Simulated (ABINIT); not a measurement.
# A GW chain in ABINIT: BAs (F-43m), part 2 of 3

How does a plane-wave GW calculation on BAs (F-43m) run from the first input to the gap?

ABINIT 10.8.3; PBE and many-body steps on it, plane waves. Known limits of the many-body steps: not at the basis limit; no spin-orbit coupling; coarse k mesh.

So far. Step 2 (Ground state): The gap is indirect, with the least direct gap 2.08 eV higher.

## Step 3: Bands along the symmetry lines

Level of this step: DFT, PBE, plane waves, norm-conserving pseudopotentials (ABINIT).

The cheap functional maps the bands first; the places of the edges decide which points the dearer methods must see.

Contents of run.abi:

```
acell 3*1.0 Angstrom
rprim 
  -0.000000000000 2.388500000000 2.388500000000
  2.388500000000 -0.000000000000 2.388500000000
  2.388500000000 2.388500000000 -0.000000000000
ntypat 2
znucl 5 33
natom 2
typat 1 2
xred 
  0.000000000000 0.000000000000 0.000000000000
  0.250000000000 0.250000000000 0.250000000000
pp_dirpath "pseudos"
pseudos "B.upf, As.upf"
ecut 44
iscf -2
irdden 1
kptopt 0
nkpt 50
kpt 
  0.00000000 0.00000000 0.00000000
  -0.06250000 -0.06250000 0.00000000
  -0.12500000 -0.12500000 0.00000000
  -0.18750000 -0.18750000 0.00000000
  -0.25000000 -0.25000000 0.00000000
  -0.31250000 -0.31250000 0.00000000
  -0.37500000 -0.37500000 0.00000000
  -0.43750000 -0.43750000 0.00000000
  -0.50000000 -0.50000000 0.00000000
  -0.48437500 -0.48437500 0.03125000
  -0.46875000 -0.46875000 0.06250000
  -0.45312500 -0.45312500 0.09375000
  -0.43750000 -0.43750000 0.12500000
  -0.42187500 -0.42187500 0.15625000
  -0.40625000 -0.40625000 0.18750000
  -0.39062500 -0.39062500 0.21875000
  -0.37500000 -0.37500000 0.25000000
  -0.37500000 0.00000000 0.37500000
  -0.32812500 0.00000000 0.32812500
  -0.28125000 0.00000000 0.28125000
  -0.23437500 0.00000000 0.23437500
  -0.18750000 0.00000000 0.18750000
  -0.14062500 0.00000000 0.14062500
  -0.09375000 0.00000000 0.09375000
  -0.04687500 0.00000000 0.04687500
  0.00000000 0.00000000 0.00000000
  0.00000000 0.00000000 0.06250000
  0.00000000 0.00000000 0.12500000
  0.00000000 0.00000000 0.18750000
  0.00000000 0.00000000 0.25000000
  0.00000000 0.00000000 0.31250000
  0.00000000 0.00000000 0.37500000
  0.00000000 0.00000000 0.43750000
  -0.00000000 -0.00000000 0.50000000
  -0.06250000 -0.03125000 0.46875000
  -0.12500000 -0.06250000 0.43750000
  -0.18750000 -0.09375000 0.40625000
  -0.25000000 -0.12500000 0.37500000
  -0.31250000 -0.15625000 0.34375000
  -0.37500000 -0.18750000 0.31250000
  -0.43750000 -0.21875000 0.28125000
  -0.50000000 -0.25000000 0.25000000
  -0.50000000 -0.28125000 0.21875000
  -0.50000000 -0.31250000 0.18750000
  -0.50000000 -0.34375000 0.15625000
  -0.50000000 -0.37500000 0.12500000
  -0.50000000 -0.40625000 0.09375000
  -0.50000000 -0.43750000 0.06250000
  -0.50000000 -0.46875000 0.03125000
  -0.50000000 -0.50000000 0.00000000
istwfk *1
nband 20
nbdbuf 2
tolwfr 1e-08
nstep 40
prtwf 0
prtvol 0
indata_prefix "in"
outdata_prefix "out"
tmpdata_prefix "tmp"
```

Command:

```bash
$ OMP_NUM_THREADS=1 mpirun -n 4 abinit run.abi > log
```

Numbers of over 12 decimals in the logs are rounded to 6 here.

The log of the run:

```text
.Version 10.8.3 of ABINIT. v10.8.2 released Aug 2026.

 Symmetries : space group F-4 3 m (#216); Bravais cF (face-center cubic)
[... echo of the input left out ...]
== DATASET  1 ==================================================================
-   mpi_nproc: 4, omp_nthreads: 1 (-1 if OMP is not activated)

--- !DatasetInfo
iteration_state: {dtset: 1, }
dimensions: {natom: 2, nkpt: 50, mband: 20, nsppol: 1, nspinor: 1, nspden: 1, mpw: 2637, }
cutoff_energies: {ecut:  44.0, pawecutdg:  -1.0, }
electrons: {nelect:   2.60000000E+01, charge:   0.00000000E+00, occopt:   1.00000000E+00, tsmear:   1.00000000E-02, }

 Real(R)+Recip(G) space primitive vectors, cartesian coordinates (Bohr,Bohr^-1):
 R(1)=  0.0000000  4.5136109  4.5136109  G(1)= -0.1107761  0.1107761  0.1107761
 R(2)=  4.5136109  0.0000000  4.5136109  G(2)=  0.1107761 -0.1107761  0.1107761
 R(3)=  4.5136109  4.5136109  0.0000000  G(3)=  0.1107761  0.1107761 -0.1107761
 Unit cell volume ucvol=  1.8390873E+02 bohr^3
 Angles (23,13,12)=  6.00000000E+01  6.00000000E+01  6.00000000E+01 degrees

 getcut: wavevector=  0.0000  0.0000  0.0000  ngfft=  40  40  40
         ecut(hartree)=     44.000   => boxcut(ratio)=   2.09860

--- Pseudopotential description ------------------------------------------------
- B Generated using ONCVPSP code by D. R. Hamann
-  5.00000   3.00000  171031                  znucl, zion, pspdat
12 -101130 1 -1 1534                          pspcod,pspxc,lmax,lloc,mmax
     nproj     2     2     0
  pspatm : epsatm=    3.38844616
         --- l  ekb(1:nproj) -->
             0    8.382104    1.234201
             1   -3.719492   -0.867526
 pspatm: atomic psp has been read  and splines computed

- As Generated using ONCVPSP code by D. R. Hamann
- 33.00000  23.00000  171031                  znucl, zion, pspdat
12 -101130 2 -1 1358                          pspcod,pspxc,lmax,lloc,mmax
     nproj     2     2     2
  pspatm : epsatm=   24.77333152
         --- l  ekb(1:nproj) -->
             0    4.034276   -2.353825
[...]
pspatm: atomic psp has been read  and splines computed

--------------------------------------------------------------------------------

================================================================================
 prteigrs : about to open file out_EIG
 Non-SCF case, kpt    1 (  0.00000  0.00000  0.00000), residuals and eigenvalues=
  2.91E-09  2.27E-09  2.60E-09  5.24E-09  3.85E-09  5.15E-09  6.73E-09  4.34E-09
  4.72E-09  6.67E-09  9.35E-09  1.34E-09  5.03E-09  6.15E-09  1.57E-09  7.14E-09
  7.81E-09  8.07E-09  3.07E-05  4.56E-04
 -6.5247E+00 -4.4426E+00 -4.4426E+00 -4.4426E+00 -1.0247E+00 -1.0247E+00
 -1.0247E+00 -1.0240E+00 -1.0240E+00 -2.7205E-01  2.9395E-01  2.9395E-01
  2.9395E-01  4.1483E-01  4.1483E-01  4.1483E-01  4.6596E-01  6.4661E-01
  7.7817E-01  7.7837E-01
 Non-SCF case, kpt    2 ( -0.06250 -0.06250  0.00000), residuals and eigenvalues=
[...]
7.2574E-01  7.8221E-01
 Non-SCF case, kpt    3 ( -0.12500 -0.12500  0.00000), residuals and eigenvalues=
[...]
9.82E-09  5.89E-09  1.24E-08  6.59E-05
[...]
6.9492E-01  7.9229E-01
[...]
Non-SCF case, kpt   49 ( -0.50000 -0.46875  0.03125), residuals and eigenvalues=
[...]
9.1874E-01  9.4146E-01
 Non-SCF case, kpt   50 ( -0.50000 -0.50000  0.00000), residuals and eigenvalues=
[...]
-1.0239E+00 -1.0239E+00 -1.0235E+00 -1.1853E-01 -1.8916E-02  1.4425E-01
  1.4425E-01  3.4735E-01  3.4754E-01  7.1279E-01  7.1279E-01  7.6721E-01
  9.2947E-01  9.5735E-01

--- !ResultsGS
iteration_state: {dtset: 1, }
comment   : Summary of ground state results
lattice_vectors:
- [ -0.0000000,   4.5136109,   4.5136109, ]
- [  4.5136109,  -0.0000000,   4.5136109, ]
- [  4.5136109,   4.5136109,  -0.0000000, ]
lattice_lengths: [   6.38321,    6.38321,    6.38321, ]
lattice_angles: [ 60.000,  60.000,  60.000, ] # degrees, (23, 13, 12)
lattice_volume:   1.8390873E+02
convergence: {deltae:  0.000E+00, res2:  0.000E+00, residm:  9.990E-09, diffor:  0.000E+00, }
etotal    :  -3.08192795E+02
entropy   :   0.00000000E+00
fermie    :   2.93949411E-01
cartesian_stress_tensor: null
pressure_GPa: null
xred      :
- [  0.0000E+00,   0.0000E+00,   0.0000E+00,  B]
- [  2.5000E-01,   2.5000E-01,   2.5000E-01, As]
cartesian_forces: null
force_length_stats: {min: null, max: null, mean: null, }

 Integrated electronic density in atomic spheres:
 ------------------------------------------------
 Atom  Sphere_radius  Integrated_density
[...]
================================================================================

 ----iterations are completed or convergence reached----

 Mean square residual over all n,k,spin=   48.803E-10; max=  99.902E-10
 reduced coordinates (array xred) for    2 atoms
       0.000000000000      0.000000000000      0.000000000000
       0.250000000000      0.250000000000      0.250000000000

 cartesian coordinates (angstrom) at end:
[...]
length scales=  1.889726125908  1.889726125908  1.889726125908 bohr
              =  1.000000000000  1.000000000000  1.000000000000 angstroms
 prteigrs : about to open file out_EIG
 Eigenvalues (hartree) for nkpt=  50  k points:
 kpt#   1, nband= 20, wtk=  1.00000, kpt=  0.0000  0.0000  0.0000 (reduced coord)
[...]
kpt#   2, nband= 20, wtk=  1.00000, kpt= -0.0625 -0.0625  0.0000 (reduced coord)
[...]
kpt#   3, nband= 20, wtk=  1.00000, kpt= -0.1250 -0.1250  0.0000 (reduced coord)
[...]
kpt#  49, nband= 20, wtk=  1.00000, kpt= -0.5000 -0.4687  0.0313 (reduced coord)
[...]
0.71038    0.76503    0.91874    0.94146
 kpt#  50, nband= 20, wtk=  1.00000, kpt= -0.5000 -0.5000  0.0000 (reduced coord)
  -6.52474   -4.44253   -4.44252   -4.44252   -1.02478   -1.02409   -1.02389   -1.02389
  -1.02352   -0.11853   -0.01892    0.14425    0.14425    0.34735    0.34754    0.71279
   0.71279    0.76721    0.92947    0.95735

== END DATASET(S) ==============================================================
================================================================================

 -outvars: echo values of variables after computation  --------
            nband          20
             nkpt          50
          spgroup         216
 [... the other variables as echoed above ...]

 Calculation completed.
```

It took 13 s on 4 MPI ranks of Arm Neoverse V1, shared host; peak memory 0.28 GiB; 50 s of CPU time.

Numbers from this step:

- gap: 1.208 eV
- k of the valence top: 0, 0, 0
- k of the conduction bottom: -0.375, -0.375, 0
- least direct gap: 3.289 eV

The gap is 1.208 eV, as in the run before at this level.

Electronic bands along the path, in eV, zero at the top of the highest filled band:

| point | band 10 | band 11 | band 12 | band 13 | band 14 | band 15 | band 16 | band 17 |
| --- | --- | --- | --- | --- | --- | --- | --- | --- |
| Γ | -15.40 | 0.00 | 0.00 | 0.00 | 3.29 | 3.29 | 3.29 | 4.68 |
| X | -11.22 | -8.51 | -4.07 | -4.07 | 1.45 | 1.46 | 11.40 | 11.40 |
| U | -11.27 | -8.13 | -5.94 | -3.48 | 2.06 | 5.56 | 9.24 | 9.78 |
| jump to K | -11.27 | -8.13 | -5.94 | -3.48 | 2.06 | 5.56 | 9.24 | 9.78 |
| Γ | -15.40 | 0.00 | 0.00 | 0.00 | 3.29 | 3.29 | 3.29 | 4.68 |
| L | -12.53 | -8.77 | -1.82 | -1.82 | 2.70 | 4.81 | 4.81 | 8.90 |
| W | -11.07 | -8.05 | -5.48 | -5.19 | 5.28 | 5.95 | 6.84 | 7.06 |
| X | -11.22 | -8.51 | -4.07 | -4.07 | 1.45 | 1.46 | 11.40 | 11.40 |

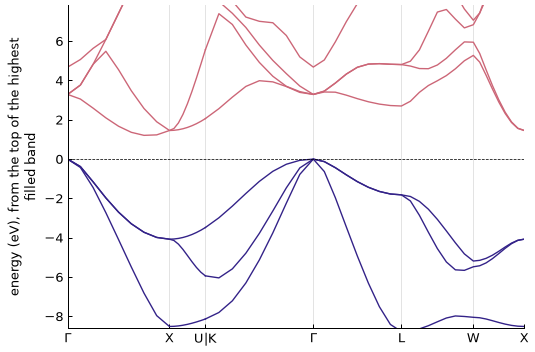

Electronic bands along the path; lines of filled and empty bands in two colours.

## Step 4: Empty states on the mesh, 4×4×4 mesh, 82 bands

The sums over transitions need many empty states on a uniform mesh; this step solves for them.

Contents of run.abi:

```
acell 3*1.0 Angstrom
rprim 
  -0.000000000000 2.388500000000 2.388500000000
  2.388500000000 -0.000000000000 2.388500000000
  2.388500000000 2.388500000000 -0.000000000000
ntypat 2
znucl 5 33
natom 2
typat 1 2
xred 
  0.000000000000 0.000000000000 0.000000000000
  0.250000000000 0.250000000000 0.250000000000
pp_dirpath "pseudos"
pseudos "B.upf, As.upf"
ecut 44
ngkpt 4 4 4
nshiftk 1
shiftk 0 0 0
kptopt 1
chksymbreak 0
irdden 1
istwfk *1
nband 82
prtvol 0
optdriver 6
gwr_task "HDIAGO"
paral_kgb 0
occopt 1
indata_prefix "in"
outdata_prefix "out"
tmpdata_prefix "tmp"
```

The log of the run:

```text
[banner, memory and clock lines left out]
.Version 10.8.3 of ABINIT. v10.8.2 released Aug 2026.

 Symmetries : space group F-4 3 m (#216); Bravais cF (face-center cubic)
[... echo of the input left out ...]
== DATASET  1 ==================================================================
-   mpi_nproc: 4, omp_nthreads: 1 (-1 if OMP is not activated)

--- !DatasetInfo
iteration_state: {dtset: 1, }
dimensions: {natom: 2, nkpt: 8, mband: 82, nsppol: 1, nspinor: 1, nspden: 1, mpw: 2637, }
cutoff_energies: {ecut:  44.0, pawecutdg:  -1.0, }
electrons: {nelect:   2.60000000E+01, charge:   0.00000000E+00, occopt:   1.00000000E+00, tsmear:   1.00000000E-02, }

.Using double precision arithmetic; gwpc =  8

- Reading GS density from: in_DEN

--- Pseudopotential description ------------------------------------------------
- B Generated using ONCVPSP code by D. R. Hamann
-  5.00000   3.00000  171031                  znucl, zion, pspdat
12 -101130 1 -1 1534                          pspcod,pspxc,lmax,lloc,mmax
     nproj     2     2     0
  pspatm : epsatm=    3.38844616
         --- l  ekb(1:nproj) -->
             0    8.382104    1.234201
             1   -3.719492   -0.867526
 pspatm: atomic psp has been read  and splines computed

- As Generated using ONCVPSP code by D. R. Hamann
- 33.00000  23.00000  171031                  znucl, zion, pspdat
12 -101130 2 -1 1358                          pspcod,pspxc,lmax,lloc,mmax
     nproj     2     2     2
  pspatm : epsatm=   24.77333152
         --- l  ekb(1:nproj) -->
             0    4.034276   -2.353825
             1   -6.723548   -2.113112
             2  -10.105298   -4.355719
 pspatm: atomic psp has been read  and splines computed

   7.32206220E+02                                ecore*ucvol(ha*bohr**3)

 Total charge density [el/Bohr^3]
)     Maximum=    7.0999E+00  at reduced coord.    0.2000    0.3000    0.3000
)     Minimum=    4.5090E-03  at reduced coord.    0.7500    0.7500    0.7500
   Integrated=    2.6000E+01

 === KS gaps after direct diagonalization ===
 Indirect band gap semiconductor
 Fundamental gap:     1.453 (eV)
   VBM:     7.999 (eV) at k: [ 0.0000E+00,  0.0000E+00,  0.0000E+00]
   CBM:     9.452 (eV) at k: [ 5.0000E-01,  5.0000E-01,  0.0000E+00]
 Direct gap:         3.289 (eV) at k: [ 0.0000E+00,  0.0000E+00,  0.0000E+00]

== END DATASET(S) ==============================================================

 -outvars: echo values of variables after computation  --------
           etotal      0.0000000000E+00
            nband          82
             nkpt           8
          spgroup         216
 [... the other variables as echoed above ...]

 Calculation completed.
```

Run time: 29 s. Hardware: 4 MPI ranks; peak memory 1.6 GiB; 1.9 min of CPU time.

Numbers from this step:

- gap: 1.453 eV
- k of the valence top: 0, 0, 0
- k of the conduction bottom: 0.5, 0.5, 0
- least direct gap: 3.289 eV
- k points computed: 8
- lowest point of the top converged band, above the valence top: 86.4587 eV

On this mesh the gap is 1.453 eV. The earlier step found 1.208 eV, so this mesh misses an edge.

## Step 5: Screening, 4×4×4 mesh, 74 bands, screening to 163.3 eV

The RPA dielectric matrix is built and inverted for each q.

This step: RPA screening on PBE, plane waves, norm-conserving pseudopotentials.

Changes to run.abi since step 4:

```diff
@@ -20,10 +20,11 @@
 chksymbreak 0
-irdden 1
 istwfk *1
-nband 82
-prtvol 0
-optdriver 6
-gwr_task "HDIAGO"
-paral_kgb 0
 occopt 1
+irdwfk 1
+optdriver 3
+nband 74
+ecuteps 6
+inclvkb 2
+awtr 1
+symchi 1
 indata_prefix "in"
```

The log of the run:

```text
.Version 10.8.3 of ABINIT. v10.8.2 released Aug 2026.

 Symmetries : space group F-4 3 m (#216); Bravais cF (face-center cubic)
[... echo of the input left out ...]
== DATASET  1 ==================================================================
-   mpi_nproc: 4, omp_nthreads: 1 (-1 if OMP is not activated)

--- !DatasetInfo
iteration_state: {dtset: 1, }
dimensions: {natom: 2, nkpt: 8, mband: 74, nsppol: 1, nspinor: 1, nspden: 1, mpw: 2637, }
cutoff_energies: {ecut:  44.0, pawecutdg:  -1.0, }
electrons: {nelect:   2.60000000E+01, charge:   0.00000000E+00, occopt:   1.00000000E+00, tsmear:   1.00000000E-02, }

 SCREENING: Calculation of the susceptibility and dielectric matrices

 Based on a program developped by R.W. Godby, V. Olevano, G. Onida, and L. Reining.
 Incorporated in ABINIT by V. Olevano, G.-M. Rignanese, and M. Torrent.
.Using double precision arithmetic ; gwpc =  8

[... cell and pseudopotentials left out ...]
--------------------------------------------------------------------------------

 ==== K-mesh for the wavefunctions ====
 Number of points in the irreducible wedge :     8
[... list of points left out ...]
 Together with 24 symmetry operations and time-reversal symmetry
 yields    64 points in the full Brillouin Zone.

 ==== Q-mesh for the screening function ====
 Number of points in the irreducible wedge :     8
[... list of points left out ...]
 Together with 24 symmetry operations and time-reversal symmetry
 yields    64 points in the full Brillouin Zone.

 setmesh: FFT mesh size selected  =    25x   25x   25
          total number of points  =        15625

 vcoul_init : cutoff-mode = AUXILIARY_FUNCTION
 q-points for optical limit:   1
     1)      0.000010    0.000020    0.000030

- screening: taking advantage of time-reversal symmetry
- Maximum band index for partially occupied states nbvw = 13
- Remaining bands to be divided among processors   nbcw = 61
- Number of bands treated by each node ~15

 Number of electrons calculated from density =   26.0000; Expected =   26.0000
 average of density, n =  0.141374
 r_s =    1.1908
 omega_plasma =   36.2695 [eV]

 calculating chi0 at frequencies [eV] :
  1    0.000000E+00    0.000000E+00
  2    0.000000E+00    3.626946E+01

--------------------------------------------------------------------------------
  q-point number  1        q = ( 0.000000, 0.000000, 0.000000) [r.l.u.]
--------------------------------------------------------------------------------
[... chi0 elements left out ...]
 For q-point:  0.000010 0.000020 0.000030
  dielectric constant =  13.9808
  dielectric constant without local fields =  15.2928

  Average fulfillment of the sum rule on Im[epsilon] for q-point    1 :     40.18  [%]
[... wings left out ...]
  q-point number  2        q = ( 0.250000, 0.000000, 0.000000) [r.l.u.]
--------------------------------------------------------------------------------
[... chi0 elements left out ...]
  Average fulfillment of the sum rule on Im[epsilon] for q-point    2 :     47.28  [%]

 [... 6 further q-points ...]
```

The job ended after 12 s (4 MPI ranks; peak memory 0.54 GiB; 46 s of CPU time).

This step gave:

```
ε∞ with local fields, on this mesh, along the program's q direction : 13.98
the same without local fields                                       : 15.29
plasma frequency                                                    : 36.27 eV
plane waves in the screening matrix                                 : 137
```

Local fields lower ε∞ by 9 %. On a Γ-centred mesh this coarse the value itself is usually too large, while a short band sum pulls it down.

[end of part 2 of 3]

[Paths, hosts, dates, memory and timing lines, banners, echoed tables and standing remarks are left out of the program output.]

[Logs are printed without paths, hosts, clocks, repeated set-up lines and the standing remarks that a program may print on its own settings, such as how far it seeks lower states.]

[Runs of the session that timed out or met a known fault of the program may be left out.]

[Hosts, paths, dates, database ids (printed as entryN), source tags and the programs' standing remarks are cut or masked in the printed files.]

[G0W0 gaps are taken among the corrected bands and points alone; a level outside them can change the order at an edge.]

[Where Ansatz stands beside ABINIT at settings called matched, ABINIT's density can come from a denser mesh and the files from another edition; pairs whose starting gaps differed by over 0.03 eV were left out, so agreement reads better than it is.]
